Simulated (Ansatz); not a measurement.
# AlFH4O3 + H2: a complex and its separated parts

The complex below is one end of an elementary step. How strongly is it bound against its free parts?

Method: PBE0-D4/def2-TZVP structures, single points in def2-TZVPP, no counterpoise correction; program: Ansatz 0.2.0, Gaussian basis.

Levels: SPW92, PBE-D4, BLYP-D4, r2SCAN-D4, B97M-V, PBE0-D4, B3LYP-D4, r2SCAN0-D4, BHLYP-D4, CAM-B3LYP-D4, wB97X-V, wB97M-V, B2PLYP, PBE-QIDH, RPA on PBE, Hartree-Fock, MP2, CCSD, CCSD(T).

Correlated methods freeze the cores. B3LYP uses VWN-RPA correlation. B2PLYP carries no dispersion term here.

94 further runs of the same task are left out: 94 set aside as unsound or not needed. Runs told in other sessions of the task aren't counted.

### 1 Where the work starts

The complex: 11 atoms, charge 0, spin multiplicity 1.

Atoms are counted from 1 here; the program's logs count them from 0.

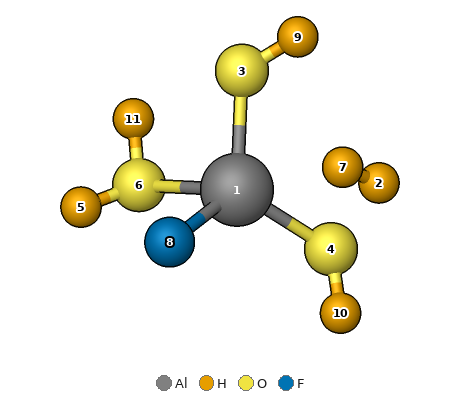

The starting geometry (aluminium grey, hydrogen amber, oxygen yellow, fluorine blue); atoms are numbered from 1 in the order of the file.

Coordinates:

| atom | x (Å) | y (Å) | z (Å) |
| --- | --- | --- | --- |
| Al1 | 0.0592 | 0.0365 | 0.2143 |
| H2 | -0.6823 | -2.3228 | -1.3957 |
| O3 | -0.1503 | 0.9640 | -1.2136 |
| O4 | -1.3294 | -0.6371 | 0.9283 |
| H5 | 1.5375 | 1.6084 | 1.4155 |
| O6 | 0.6089 | 1.6657 | 1.1600 |
| H7 | -0.0089 | -2.3070 | -1.7204 |
| F8 | 1.5148 | -0.7440 | 0.4669 |
| H9 | -0.8057 | 0.7559 | -1.8749 |
| H10 | -1.2737 | -1.3530 | 1.5574 |
| H11 | 0.5301 | 2.3335 | 0.4622 |

Its parts: AlFH4O3 holds atoms 1, 3, 4, 5, 6, 8, 9, 10, 11; H2 holds atoms 2, 7. Each part counts its atoms afresh in its own runs.

### 2 Relaxing AlFH4O3 alone

relax-a/in.yaml

```yaml
crystal:
  periodic: [false, false, false]
  atoms:
    - {symbol: Al, position_ang: [0.059155, 0.036483, 0.214316]}
    - {symbol: O, position_ang: [-0.150308, 0.963955, -1.213624]}
    - {symbol: O, position_ang: [-1.329438, -0.637080, 0.928258]}
    - {symbol: H, position_ang: [1.537504, 1.608431, 1.415495]}
    - {symbol: O, position_ang: [0.608928, 1.665690, 1.160010]}
    - {symbol: F, position_ang: [1.514793, -0.744038, 0.466944]}
    - {symbol: H, position_ang: [-0.805737, 0.755877, -1.874926]}
    - {symbol: H, position_ang: [-1.273705, -1.353004, 1.557388]}
    - {symbol: H, position_ang: [0.530088, 2.333477, 0.462185]}
basis:
  gaussian: {orbitals: def2-TZVP}
hamiltonian: {xc: pbe0, dispersion: d4}
relax: {f_tol: 0.005, max_steps: 200}
```

The run is started by

```
> ansatz run in.yaml --threads 8 --pin off --events-out ev --progress --plain --max-ram 19148MiB
```

The log of the run, cut to the lines that bear on the results:

```text
Functional definition: PBE0
  name "PBE0"
  cite "Adamo & Barone, J. Chem. Phys. 110, 6158 (1999) doi:10.1063/1.478522"
  cite "Perdew, Burke & Ernzerhof, Phys. Rev. Lett. 77, 3865 (1996) doi:10.1103/PhysRevLett.77.3865"
  parent pbe
[...]
1064 factors; their error is unknown
[...]
mean field -15518.34398081 eV, -570.2886225836 hartree, gradient 4.9e-5 eV, S^2 0.000000; 0 other end points of the search recorded, 0 dependent functions left out
[...]
reference -15518.34401203 eV, -570.2886237308 hartree; 25, 25 occupied and 160, 160 virtual orbitals, 1064 factors
[...]
Atom 1 at    -0.143595     0.945668    -1.223073 Å, force     0.001849     0.003117    -0.004303 eV/Å
Atom 2 at    -1.327300    -0.636631     0.922884 Å, force    -0.001116    -0.000326     0.000238 eV/Å
Atom 3 at     1.537083     1.614172     1.425666 Å, force    -0.000862     0.000020    -0.000865 eV/Å
Atom 4 at     0.612619     1.673399     1.155925 Å, force    -0.000220     0.001092     0.000994 eV/Å
Atom 5 at     1.513997    -0.743418     0.477715 Å, force     0.000591     0.000869    -0.002331 eV/Å
Atom 6 at    -0.831099     0.758665    -1.857754 Å, force     0.000991    -0.002212     0.004264 eV/Å
Atom 7 at    -1.278123    -1.364651     1.538380 Å, force    -0.000626     0.000503     0.000086 eV/Å
Atom 8 at     0.545068     2.340527     0.456551 Å, force     0.000572     0.000311     0.000391 eV/Å
Dipole moment:     0.176289     0.540539     0.213878 e Å
```

Wall time 7.5 s (8 threads of Arm Neoverse V2, shared host).

Along the way:

| step | energy from step 1 (eV) | largest force component (eV/Å) |
| --- | --- | --- |
| 1 | 0.0000 | 0.0751 |
| 2 | -0.0007 | 0.0233 |
| 3 | -0.0008 | 0.0137 |
| 4 | -0.0010 | 0.0116 |
| 5 | -0.0010 | 0.0101 |
| 6 | -0.0011 | 0.0043 |

Distances of close pairs at the start and the end, largest changes first:

| bond | before (Å) | after (Å) | change (Å) |
| --- | --- | --- | --- |
| Al1–O5 | 1.962 | 1.960 | -0.003 |
| Al1–O3 | 1.700 | 1.699 | -0.001 |
| Al1–O2 | 1.716 | 1.715 | -0.001 |
| Al1–F6 | 1.671 | 1.670 | -0.001 |
| O5–H9 | 0.969 | 0.969 | -0.000 |
| O2–H7 | 0.954 | 0.954 | +0.000 |
| O3–H8 | 0.955 | 0.955 | -0.000 |
| H4–O5 | 0.965 | 0.965 | +0.000 |

### 3 Relaxing H2 alone

relax-b/in.yaml

```yaml
crystal:
  periodic: [false, false, false]
  atoms:
    - {symbol: H, position_ang: [-0.682292, -2.322804, -1.395730]}
    - {symbol: H, position_ang: [-0.008890, -2.306989, -1.720417]}
basis:
  gaussian: {orbitals: def2-TZVP}
hamiltonian: {xc: pbe0, dispersion: d4}
relax: {f_tol: 0.005, max_steps: 200}
```

The run is started by

```
> ansatz run in.yaml --threads 8 --pin off --events-out ev --progress --plain --max-ram 19148MiB
```

The log of the run, cut to the lines that bear on the results:

```text
[... 5 set-up lines as earlier in the session ...]
[...]
88 factors; their error is unknown
[...]
mean field -31.78860373 eV, -1.1682096399 hartree, gradient 1.7e-5 eV, S^2 0.000000; 0 other end points of the search recorded, 0 dependent functions left out
[...]
reference -31.78866858 eV, -1.1682120233 hartree; 1, 1 occupied and 11, 11 virtual orbitals, 88 factors
Total energy: -31.79027514 eV, -1.1682710630 hartree
Atom 0 at    -0.681570    -2.322787    -1.396078 Å, force     0.001231     0.000029    -0.000593 eV/Å
Atom 1 at    -0.009612    -2.307006    -1.720069 Å, force    -0.001231    -0.000029     0.000593 eV/Å
Dipole moment:     0.000000    -0.000000    -0.000000 e Å
```

Wall time 0.1 s (8 threads of Arm Neoverse V2, shared host).

Step by step:

| step | energy from step 1 (eV) | largest force component (eV/Å) |
| --- | --- | --- |
| 1 | 0.0000 | 0.0531 |
| 2 | 0.0000 | 0.0012 |

The bond:

| bond | before (Å) | after (Å) | change (Å) |
| --- | --- | --- | --- |
| H1–H2 | 0.748 | 0.746 | -0.002 |

### 4 SPW92/def2-TZVPP

parta/in.yaml

```yaml
crystal:
  periodic: [false, false, false]
  atoms:
    - {symbol: Al, position_ang: [0.062630, 0.042060, 0.219753]}
    - {symbol: O, position_ang: [-0.143595, 0.945668, -1.223073]}
    - {symbol: O, position_ang: [-1.327300, -0.636631, 0.922884]}
    - {symbol: H, position_ang: [1.537083, 1.614172, 1.425666]}
    - {symbol: O, position_ang: [0.612619, 1.673399, 1.155925]}
    - {symbol: F, position_ang: [1.513997, -0.743418, 0.477715]}
    - {symbol: H, position_ang: [-0.831099, 0.758665, -1.857754]}
    - {symbol: H, position_ang: [-1.278123, -1.364651, 1.538380]}
    - {symbol: H, position_ang: [0.545068, 2.340527, 0.456551]}
basis:
  gaussian: {orbitals: def2-TZVPP}
hamiltonian: {xc: lda}
```

partb/in.yaml

```yaml
crystal:
  periodic: [false, false, false]
  atoms:
    - {symbol: H, position_ang: [-0.681570, -2.322787, -1.396078]}
    - {symbol: H, position_ang: [-0.009612, -2.307006, -1.720069]}
basis:
  gaussian: {orbitals: def2-TZVPP}
hamiltonian: {xc: lda}
```

One command serves all of them, each in its own folder.

The run is started by

```
> ansatz run in.yaml --threads 8 --pin off --events-out ev --progress --plain --max-ram 19148MiB
```

Log of parta, cut to the lines that bear on the results:

```text
Functional definition: SPW92
  name "SPW92"
  cite "Dirac, Proc. Camb. Phil. Soc. 26, 376 (1930) doi:10.1017/S0305004100016108"
  cite "Slater, Phys. Rev. 81, 385 (1951) doi:10.1103/PhysRev.81.385"
  cite "Perdew & Wang, Phys. Rev. B 45, 13244 (1992) doi:10.1103/PhysRevB.45.13244"
[...]
1114 factors; their error is unknown
[...]
mean field -15440.68661610 eV, -567.4347670684 hartree, gradient 4.4e-5 eV, S^2 0.000000; 0 other end points of the search recorded, 0 dependent functions left out
reference -15440.68665745 eV, -567.4347685881 hartree; 25, 25 occupied and 197, 197 virtual orbitals, 1114 factors
Total energy: -15440.68665745 eV, -567.4347685881 hartree
```

Log of partb, cut to the lines that bear on the results:

```text
[... 5 set-up lines as earlier in the session ...]
[...]
118 factors; their error is unknown
[...]
mean field -30.93528989 eV, -1.1368509349 hartree, gradient 4.4e-5 eV, S^2 0.000000; 0 other end points of the search recorded, 0 dependent functions left out
reference -30.93531057 eV, -1.1368516948 hartree; 1, 1 occupied and 27, 27 virtual orbitals, 118 factors
Total energy: -30.93531057 eV, -1.1368516948 hartree
```

They took 0.5 s (parta), 0.05 s (partb) on 8 threads of Arm Neoverse V2, shared host.

### 5 PBE-D4/def2-TZVPP

The same edit goes into each in.yaml of step 4 (parta, partb):

```diff
-hamiltonian: {xc: lda}
+hamiltonian: {xc: pbe, dispersion: d4}
```

One command serves all of them, each in its own folder.

The run is started by

```
> ansatz run in.yaml --threads 8 --pin off --events-out ev --progress --plain --max-ram 19148MiB
```

Output in parta, cut to the lines that bear on the results:

```text
Functional definition: PBE
  name "PBE"
[... 2 set-up lines as earlier in the session ...]
[...]
1114 factors; their error is unknown
[...]
mean field -15517.86457381 eV, -570.2710047012 hartree, gradient 2.1e-5 eV, S^2 0.000000; 0 other end points of the search recorded, 0 dependent functions left out
reference -15517.86461850 eV, -570.2710063435 hartree; 25, 25 occupied and 197, 197 virtual orbitals, 1114 factors
Total energy: -15518.00749414 eV, -570.2762569263 hartree
```

partb printed, cut to the lines that bear on the results:

```text
[... 4 set-up lines as earlier in the session ...]
[...]
118 factors; their error is unknown
[...]
mean field -31.73222055 eV, -1.1661375965 hartree, gradient 3.1e-5 eV, S^2 0.000000; 0 other end points of the search recorded, 0 dependent functions left out
reference -31.73224223 eV, -1.1661383931 hartree; 1, 1 occupied and 27, 27 virtual orbitals, 118 factors
Total energy: -31.73426145 eV, -1.1662125981 hartree
```

They took 0.75 s (parta), 0.1 s (partb) on 8 threads of Arm Neoverse V2, shared host.

### 6 BLYP-D4/def2-TZVPP

Each input of step 5 (parta, partb) changes in the same lines:

```diff
-hamiltonian: {xc: pbe, dispersion: d4}
+hamiltonian: {xc: {name: BLYP}, dispersion: d4}
```

One command serves all of them, each in its own folder.

The run is started by

```
> ansatz run in.yaml --threads 8 --pin off --events-out ev --progress --plain --max-ram 19148MiB
```

Log of parta, cut to the lines that bear on the results:

```text
Functional definition: BLYP
  name "BLYP"
  cite "Becke, Phys. Rev. A 38, 3098 (1988) doi:10.1103/PhysRevA.38.3098"
  cite "Lee, Yang & Parr, Phys. Rev. B 37, 785 (1988) doi:10.1103/PhysRevB.37.785"
[...]
1114 factors; their error is unknown
[...]
mean field -15529.72106564 eV, -570.7067227392 hartree, gradient 2.3e-5 eV, S^2 0.000000; 0 other end points of the search recorded, 0 dependent functions left out
reference -15529.72140827 eV, -570.7067353306 hartree; 25, 25 occupied and 197, 197 virtual orbitals, 1114 factors
Total energy: -15530.03615481 eV, -570.7183020526 hartree
```

partb printed, cut to the lines that bear on the results:

```text
[... 4 set-up lines as earlier in the session ...]
[...]
118 factors; their error is unknown
[...]
mean field -31.82604640 eV, -1.1695856326 hartree, gradient 8.3e-5 eV, S^2 0.000000; 0 other end points of the search recorded, 0 dependent functions left out
reference -31.82623882 eV, -1.1695927040 hartree; 1, 1 occupied and 27, 27 virtual orbitals, 118 factors
Total energy: -31.83113671 eV, -1.1697726981 hartree
```

Wall times: 0.75 s (parta), 0.1 s (partb) on 8 threads of Arm Neoverse V2, shared host.

### 7 r2SCAN-D4/def2-TZVPP

Each input of step 6 (parta, partb) changes in the same lines:

```diff
-hamiltonian: {xc: {name: BLYP}, dispersion: d4}
+hamiltonian: {xc: r2scan, dispersion: d4}
```

The same command starts each run, in its folder.

The run is started by

```
> ansatz run in.yaml --threads 8 --pin off --events-out ev --progress --plain --max-ram 19148MiB
```

Output in parta, cut to the lines that bear on the results:

```text
Functional definition: r2SCAN
  name "r2SCAN"
  cite "Furness, Kaplan, Ning, Perdew & Sun, J. Phys. Chem. Lett. 11, 8208 (2020) doi:10.1021/acs.jpclett.0c02405"
  cite "Furness, Kaplan, Ning, Perdew & Sun, J. Phys. Chem. Lett. 11, 9248 (2020) doi:10.1021/acs.jpclett.0c03077"
  parent r2scan
[...]
1114 factors; their error is unknown
[...]
mean field -15526.14143370 eV, -570.5751736919 hartree, gradient 2.4e-5 eV, S^2 0.000000; 0 other end points of the search recorded, 0 dependent functions left out
reference -15526.14144674 eV, -570.5751741712 hartree; 25, 25 occupied and 197, 197 virtual orbitals, 1114 factors
Total energy: -15526.17629589 eV, -570.5764548536 hartree
```

partb printed, cut to the lines that bear on the results:

```text
[... 5 set-up lines as earlier in the session ...]
[...]
118 factors; their error is unknown
[...]
mean field -31.87205124 eV, -1.1712762796 hartree, gradient 4.1e-5 eV, S^2 0.000000; 0 other end points of the search recorded, 0 dependent functions left out
reference -31.87205786 eV, -1.1712765228 hartree; 1, 1 occupied and 27, 27 virtual orbitals, 118 factors
Total energy: -31.87255924 eV, -1.1712949482 hartree
```

Wall times: 1.5 s (parta), 0.25 s (partb) on 8 threads of Arm Neoverse V2, shared host.

### 8 B97M-V/def2-TZVPP

The same edit goes into each in.yaml of step 7 (parta, partb):

```diff
-hamiltonian: {xc: r2scan, dispersion: d4}
+hamiltonian: {xc: {name: B97M-V}}
```

Each run has its own folder and the same command.

The run is started by

```
> ansatz run in.yaml --threads 8 --pin off --events-out ev --progress --plain --max-ram 19148MiB
```

Output in parta, cut to the lines that bear on the results:

```text
Functional definition: B97M-V
  name "B97M-V"
  cite "Mardirossian & Head-Gordon, J. Chem. Phys. 142, 074111 (2015) doi:10.1063/1.4907719"
  cite "Becke, J. Chem. Phys. 107, 8554 (1997) doi:10.1063/1.475007"
  cite "Vydrov & Van Voorhis, J. Chem. Phys. 133, 244103 (2010) doi:10.1063/1.3521275"
  # Of w^i u^j: cxij and so on, Table III.
[...]
  gx(w, u) = cx00 + cx01*u + cx02*u^2 + (cx10 + cx11*u)*w
[...]
  gos(w, u) = cos00 + cos01*u + cos03*u^3 + cos10*w + cos32*w^3*u^2
[...]
      + integral(e_c_pw_mod_opposite_spin*gos(b97_w_opposite, b97_u_opposite)) + vv10(b, c)
1114 factors; their error is unknown
[...]
mean field -15526.30158880 eV, -570.5810592834 hartree, gradient 5.1e-5 eV, S^2 0.000000; 0 other end points of the search recorded, 0 dependent functions left out
reference -15526.30165229 eV, -570.5810616162 hartree; 25, 25 occupied and 197, 197 virtual orbitals, 1114 factors
Total energy: -15526.30165229 eV, -570.5810616162 hartree
```

Log of partb, cut to the lines that bear on the results:

```text
[... 5 set-up lines as earlier in the session ...]
  # Of w^i u^j: cxij and so on, Table III.
[...]
  gx(w, u) = cx00 + cx01*u + cx02*u^2 + (cx10 + cx11*u)*w
  gss(w, u) = css00 + css02*u^2 + css10*w + (css32*w^3 + css42*w^4)*u^2
  gos(w, u) = cos00 + cos01*u + cos03*u^3 + cos10*w + cos32*w^3*u^2
[...]
      + integral(e_c_pw_mod_opposite_spin*gos(b97_w_opposite, b97_u_opposite)) + vv10(b, c)
118 factors; their error is unknown
[...]
mean field -31.90529414 eV, -1.1724979335 hartree, gradient 8.2e-6 eV, S^2 0.000000; 0 other end points of the search recorded, 0 dependent functions left out
reference -31.90532382 eV, -1.1724990243 hartree; 1, 1 occupied and 27, 27 virtual orbitals, 118 factors
Total energy: -31.90532382 eV, -1.1724990243 hartree
```

Wall times: 2.9 s (parta), 0.15 s (partb) on 8 threads of Arm Neoverse V2, shared host.

### 9 PBE0-D4/def2-TZVPP

Each input of step 8 (parta, partb) changes in the same lines:

```diff
-hamiltonian: {xc: {name: B97M-V}}
+hamiltonian: {xc: pbe0, dispersion: d4}
+output: {orbitals: {seedname: orbitals}}
```

The same command starts each run, in its folder.

The run is started by

```
> ansatz run in.yaml --threads 8 --pin off --events-out ev --progress --plain --max-ram 19148MiB
```

parta printed, cut to the lines that bear on the results:

```text
[... 5 set-up lines as earlier in the session ...]
[...]
1145 factors; their error is unknown
[...]
mean field -15518.51482558 eV, -570.2949010128 hartree, gradient 6.9e-5 eV, S^2 0.000000; 0 other end points of the search recorded, 0 dependent functions left out
reference -15518.51485753 eV, -570.2949021871 hartree; 25, 25 occupied and 197, 197 virtual orbitals, 1145 factors
Total energy: -15518.63488956 eV, -570.2993132829 hartree
```

Output in partb, cut to the lines that bear on the results:

```text
[... 5 set-up lines as earlier in the session ...]
[...]
118 factors; their error is unknown
[...]
mean field -31.79610779 eV, -1.1684854092 hartree, gradient 5.5e-5 eV, S^2 0.000000; 0 other end points of the search recorded, 0 dependent functions left out
reference -31.79612378 eV, -1.1684859968 hartree; 1, 1 occupied and 27, 27 virtual orbitals, 118 factors
Total energy: -31.79773033 eV, -1.1685450365 hartree
```

Times: 1 s (parta), 0.1 s (partb) on 8 threads of Arm Neoverse V2, shared host.

### 10 B3LYP-D4/def2-TZVPP

Each input of step 9 (parta, partb) changes in the same lines:

```diff
-hamiltonian: {xc: pbe0, dispersion: d4}
-output: {orbitals: {seedname: orbitals}}
+hamiltonian: {xc: {name: B3LYP}, dispersion: d4}
```

The same command starts each run, in its folder.

The run is started by

```
> ansatz run in.yaml --threads 8 --pin off --events-out ev --progress --plain --max-ram 19148MiB
```

Log of parta, cut to the lines that bear on the results:

```text
Functional definition: B3LYP
  name "B3LYP"
  cite "Stephens, Devlin, Chabalowski & Frisch, J. Phys. Chem. 98, 11623 (1994) doi:10.1021/j100096a001"
[... 2 set-up lines as earlier in the session ...]
  cite "Vosko, Wilk & Nusair, Can. J. Phys. 58, 1200 (1980) doi:10.1139/p80-159"
[...]
1138 factors; their error is unknown
[...]
mean field -15531.60431034 eV, -570.7759307056 hartree, gradient 1.2e-5 eV, S^2 0.000000; 0 other end points of the search recorded, 0 dependent functions left out
reference -15531.60456205 eV, -570.7759399558 hartree; 25, 25 occupied and 197, 197 virtual orbitals, 1138 factors
Total energy: -15531.83421127 eV, -570.7843794087 hartree
```

Output in partb, cut to the lines that bear on the results:

```text
[... 6 set-up lines as earlier in the session ...]
[...]
118 factors; their error is unknown
[...]
mean field -32.10922868 eV, -1.1799923895 hartree, gradient 4.5e-5 eV, S^2 0.000000; 0 other end points of the search recorded, 0 dependent functions left out
reference -32.10937078 eV, -1.1799976116 hartree; 1, 1 occupied and 27, 27 virtual orbitals, 118 factors
Total energy: -32.11252186 eV, -1.1801134117 hartree
```

Wall times: 0.95 s (parta), 0.1 s (partb) on 8 threads of Arm Neoverse V2, shared host.

### 11 r2SCAN0-D4/def2-TZVPP

Each input of step 10 (parta, partb) changes in the same lines:

```diff
-hamiltonian: {xc: {name: B3LYP}, dispersion: d4}
+hamiltonian: {xc: {name: r2SCAN0}, dispersion: d4}
```

The same command starts each run, in its folder.

The run is started by

```
> ansatz run in.yaml --threads 8 --pin off --events-out ev --progress --plain --max-ram 19148MiB
```

Output in parta, cut to the lines that bear on the results:

```text
Functional definition: r2SCAN0
  name "r2SCAN0"
  cite "Bursch, Neugebauer, Ehlert & Grimme, J. Chem. Phys. 156, 134105 (2022) doi:10.1063/5.0086040"
[... 3 set-up lines as earlier in the session ...]
[...]
1145 factors; their error is unknown
[...]
mean field -15524.72238569 eV, -570.5230246392 hartree, gradient 1.5e-5 eV, S^2 0.000000; 0 other end points of the search recorded, 0 dependent functions left out
reference -15524.72239577 eV, -570.5230250098 hartree; 25, 25 occupied and 197, 197 virtual orbitals, 1145 factors
Total energy: -15524.76299066 eV, -570.5245168445 hartree
```

partb printed, cut to the lines that bear on the results:

```text
[... 6 set-up lines as earlier in the session ...]
[...]
118 factors; their error is unknown
[...]
mean field -31.85187080 eV, -1.1705346619 hartree, gradient 1.4e-5 eV, S^2 0.000000; 0 other end points of the search recorded, 0 dependent functions left out
reference -31.85187592 eV, -1.1705348502 hartree; 1, 1 occupied and 27, 27 virtual orbitals, 118 factors
Total energy: -31.85241730 eV, -1.1705547454 hartree
```

Wall times: 1.6 s (parta), 0.25 s (partb) on 8 threads of Arm Neoverse V2, shared host.

### 12 BHLYP-D4/def2-TZVPP

The same edit goes into each in.yaml of step 11 (parta, partb):

```diff
-hamiltonian: {xc: {name: r2SCAN0}, dispersion: d4}
+hamiltonian: {xc: {name: BHLYP}, dispersion: d4}
```

One command serves all of them, each in its own folder.

The run is started by

```
> ansatz run in.yaml --threads 8 --pin off --events-out ev --progress --plain --max-ram 19148MiB
```

parta printed, cut to the lines that bear on the results:

```text
Functional definition: BHLYP
  name "BHLYP"
  cite "Becke, J. Chem. Phys. 98, 1372 (1993) doi:10.1063/1.464304"
[... 2 set-up lines as earlier in the session ...]
[...]
1247 factors; their error is unknown
[...]
mean field -15527.03541796 eV, -570.6080270076 hartree, gradient 2.0e-5 eV, S^2 0.000000; 0 other end points of the search recorded, 0 dependent functions left out
reference -15527.03558236 eV, -570.6080330489 hartree; 25, 25 occupied and 197, 197 virtual orbitals, 1247 factors
Total energy: -15527.20730708 eV, -570.6143438162 hartree
```

Log of partb, cut to the lines that bear on the results:

```text
[... 5 set-up lines as earlier in the session ...]
[...]
118 factors; their error is unknown
[...]
mean field -31.83805704 eV, -1.1700270154 hartree, gradient 5.6e-5 eV, S^2 0.000000; 0 other end points of the search recorded, 0 dependent functions left out
reference -31.83815260 eV, -1.1700305273 hartree; 1, 1 occupied and 27, 27 virtual orbitals, 118 factors
Total energy: -31.83989619 eV, -1.1700946030 hartree
```

They took 0.95 s (parta), 0.1 s (partb) on 8 threads of Arm Neoverse V2, shared host.

[end of part 1 of 2]
